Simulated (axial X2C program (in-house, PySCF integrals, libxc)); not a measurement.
# A two-component session on TeAl⁺: properties at the nuclei

Aim: properties at the nuclei of TeAl⁺, with spin–orbit coupling in the Hamiltonian from the start.

The runs use an in-house X2C program for linear molecules on PySCF integrals; two-component X2C with atomic mean-field terms, Te dyall-cv3z, Al dyall-v3z.

All values are calculated.

### Step 1. The job

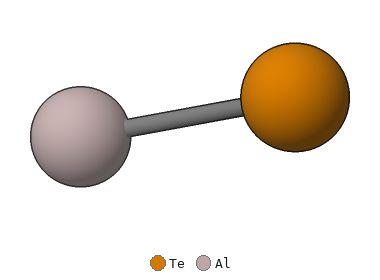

The two atoms at 2.410 Å (tellurium orange, aluminium light grey).

task.json

```json
{"zs": [52, 13], "q": 1, "bas": ["dyall-cv3z", "dyall-v3z"], "r0": 2.41, "levels": ["PBE0", "HF", "BP86", "PBE50", "B3LYP"], "nst": 3}
```

Keys: zs atomic numbers; q charge; bas basis sets; r0 starting distance in Å; levels methods (HF also brings MP2); nst determinants followed.

Command:

```bash
$ python soeom.py task.json out
```

Nuclei are Gaussian, cores are contracted, and the Gaunt term is on.

### Step 2. Expectation values, lowest determinant

R = 2.597 Å. State: Ω = 2 (excess of +ω over −ω: ω = 1/2, ω = 3/2).

Output of the PBE0 run:

```text
two-component X2C + atomic mean field  PBE0
basis functions 173  fitting functions 938  grid points 5083
iter        total energy     max residual
   1      -7033.079427890     2.28e-06
   2      -7033.079427890     8.60e-07
converged
one-electron -9911.37773106  Coulomb 2940.17088580  exact exchange -48.15779380  xc functional -147.38717174  nuclear repulsion 137.74501139  atomic mean-field constant -4.07262849
```

The highest occupied spinor is 78% Te p, 14% Al p, 4% Al d.

```
level  Eeff magnitude (GV/cm)  Ws magnitude Te (kHz)  A∥/gI Te (MHz)  qzz Te (a.u.)  A∥/gI Al (MHz)  qzz Al (a.u.)
 PBE0                   0.122                  0.141             402           3.75             172          -0.61
   HF                   0.394                 0.0223             301           4.42             138          -0.74
 BP86                  0.0982                  0.127             449           3.32             186          -0.57
PBE50                  0.0517                   0.13             378           4.07             164          -0.65
B3LYP                   0.346                   0.21             448           3.65             175          -0.60
```

Eeff is the effective electric field on the electron dipole moment in this Ω state and Ws the scalar–pseudoscalar constant (defined with the proton number Z and per Ω); A∥ is the parallel hyperfine constant, which follows by multiplying with the nuclear g factor gI = μI/(I μN); qzz is the electric field gradient, eQq0 = 234.96 MHz × Q/barn × qzz. The operators were transformed with the bare-nucleus X2C matrices.

### Step 3. Expectation values, a higher determinant

R = 2.597 Å. State: Ω = 1 (excess of +ω over −ω: ω = -1/2, ω = 3/2), 0.09 eV above the lowest in the PBE0 search for states (made at or near this distance, with looser thresholds).

Output of the PBE0 run:

```text
two-component X2C + atomic mean field  PBE0
basis functions 173  fitting functions 938  grid points 5083
iter        total energy     max residual
   1      -7033.076009272     1.06e-05
   2      -7033.076009278     9.65e-06
   3      -7033.076009281     4.03e-06
   4      -7033.076009283     2.60e-06
converged
one-electron -9911.32217597  Coulomb 2940.11669110  exact exchange -48.15713062  xc functional -147.38577669  nuclear repulsion 137.74501139  atomic mean-field constant -4.07262849
```

The highest occupied spinor is 77% Te p, 10% Al p, 7% Al s.

```
level  Eeff magnitude (GV/cm)  Ws magnitude Te (kHz)  A∥/gI Te (MHz)  qzz Te (a.u.)  A∥/gI Al (MHz)  qzz Al (a.u.)
 PBE0                    1.57                  0.958             763           2.20            -328          -0.68
   HF                    3.73                   2.33             756          -0.09            -191          -0.71
 BP86                    1.02                  0.614             736           1.96            -351          -0.64
PBE50                    2.15                   1.32             812           2.23            -308          -0.70
B3LYP                    1.36                   0.83             769           1.96            -324          -0.67
```

### Step 4. Expectation values, a higher determinant

R = 2.597 Å. State: Ω = 0 (closed shell), 0.62 eV above the lowest in the PBE0 search for states (made at or near this distance, with looser thresholds).

Output of the PBE0 run:

```text
two-component X2C + atomic mean field  PBE0
basis functions 173  fitting functions 938  grid points 5083
iter        total energy     max residual
   1      -7033.056785388     2.80e-05
   2      -7033.056785286     5.86e-05
   3      -7033.056785421     3.01e-06
   4      -7033.056785421     2.03e-06
converged
one-electron -9911.26302614  Coulomb 2940.04102490  exact exchange -48.14278956  xc functional -147.36437753  nuclear repulsion 137.74501139  atomic mean-field constant -4.07262849
```

The highest occupied spinor is 83% Te p, 12% Al p, 4% Al d.

```
level  qzz Te (a.u.)  qzz Al (a.u.)
 PBE0           6.44          -0.25
   HF           5.05          -0.27
 BP86           6.46          -0.23
PBE50           6.29          -0.25
B3LYP           6.21          -0.26
```

### Step 5. What came out

| quantity | value |
| --- | --- |
| lowest determinant | Ω = 2 (excess of +ω over −ω: ω = 1/2, ω = 3/2) |
| Eeff magnitude (GV/cm), PBE0 | 0.122 |
| Ws magnitude Te (kHz), PBE0 | 0.141 |
| A∥/gI Te (MHz), PBE0 | 402 |
| qzz Te (a.u.), PBE0 | 3.75 |
| higher determinant | Ω = 1 (excess of +ω over −ω: ω = -1/2, ω = 3/2) |
| Eeff magnitude (GV/cm), PBE0, higher determinant | 1.57 |
| Ws magnitude Te (kHz), PBE0, higher determinant | 0.958 |
| A∥/gI Te (MHz), PBE0, higher determinant | 763 |
| qzz Te (a.u.), PBE0, higher determinant | 2.20 |
| higher determinant | Ω = 0 (closed shell) |
| qzz Te (a.u.), PBE0, higher determinant | 6.44 |
| qzz Al (a.u.), PBE0, higher determinant | -0.25 |

What this shows: In the first state, the effective field runs from 0.0517 to 0.394 GV/cm over the mean-field levels, so the levels don't agree on it. The expectation values come from single determinants, which for open shells can mix terms of unlike spin or miss the lowest Ω, so a determinant need not be a state. Eeff is the effective electric field on the electron dipole moment in this Ω state and Ws the scalar–pseudoscalar constant (defined with the proton number Z and per Ω); A∥ is the parallel hyperfine constant, which follows by multiplying with the nuclear g factor gI = μI/(I μN); qzz is the electric field gradient, eQq0 = 234.96 MHz × Q/barn × qzz. The operators were transformed with the bare-nucleus X2C matrices. A second determinant lies within 0.1 eV of the first, so their order is not settled at this level.
